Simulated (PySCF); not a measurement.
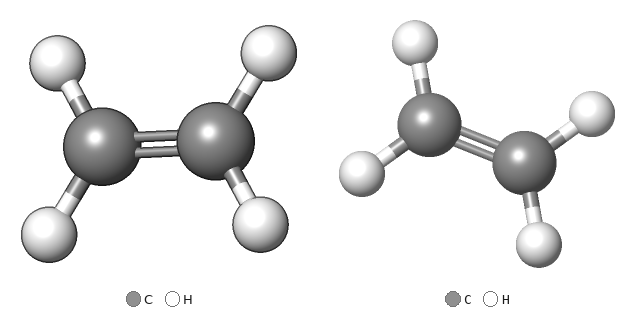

Both panels show the same species.

What is the molecular formula?

C2H4, 6 atoms: 2 carbon and 4 hydrogen.

How many atoms are distinct by symmetry?

2: 2 C, 4 H.

The parts below concern this one geometry. Atoms keep their numbers from picture to picture. Computed geometry: PBE0-D3(BJ)/def2-SVP optimisation. No frequency run is at hand to confirm it as a minimum.

Geometry

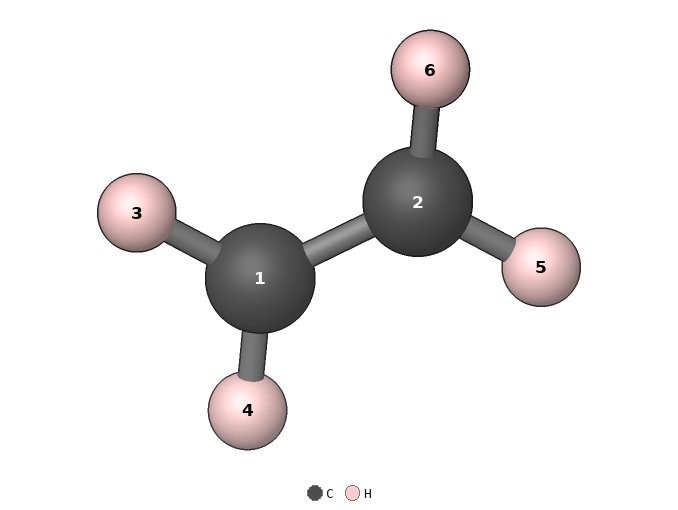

Numbered structure. No frequency run is at hand to confirm it as a minimum.

How are the neighbours of atom 1 arranged?

C1 has 3 neighbours (C2 at 1.33, H3 at 1.09, H4 at 1.09 Å); the arrangement is trigonal planar.

NMR shielding

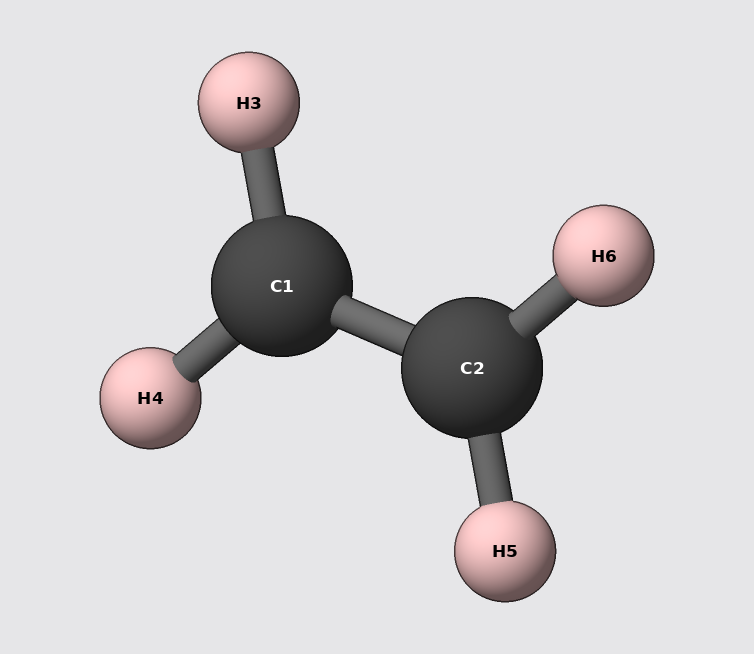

No frequency run is at hand to confirm it as a minimum. Method: GIAO PBE0/pcSseg-0 NMR shielding, non-relativistic, gas phase (PySCF 2.14.0). Principal shieldings σ11 ≤ σ22 ≤ σ33, span Ω = σ33 − σ11, skew κ = 3(σiso − σ22)/Ω.

Give the shielding tensors of the C atoms.

```
  atom    σ11   σ22    σ33  σiso      Ω      κ
C1, C2  −73.2  63.4  177.6  55.9  250.7  −0.09
```

Shieldings and span in ppm.

Spin–spin coupling

No frequency run is at hand to confirm it as a minimum. Properties computed with PBE0/pcJ-1 indirect spin-spin coupling, non-relativistic, gas phase (PySCF 2.14.0). Isotopes: 13C, 1H.

Give the spin–spin coupling constants of these pairs, with the number of bonds between them: C1/H4, C1/H5, H3/H4, H5/H6, H3/H6, H3/H5, H4/H5.

| pair | bonds apart | J (Hz) |
| --- | --- | --- |
| C1, H4 | 1 | 157.9 |
| C1, H5 | 2 | −3.2 |
| H3, H4 | 2 | 0.7 |
| H5, H6 | 2 | 0.7 |
| H3, H6 | 3 | 12.6 |
| H3, H5 | 3 | 20.4 |
| H4, H5 | 3 | 12.6 |

Electronic properties

No frequency run is at hand to confirm it as a minimum. Level of theory: PBE0/pcJ-1, gas phase (PySCF 2.14.0).

What is the LUMO energy (Kohn–Sham orbital)?

0.21 eV.

What is the HOMO energy (Kohn–Sham orbital)?

−7.86 eV.
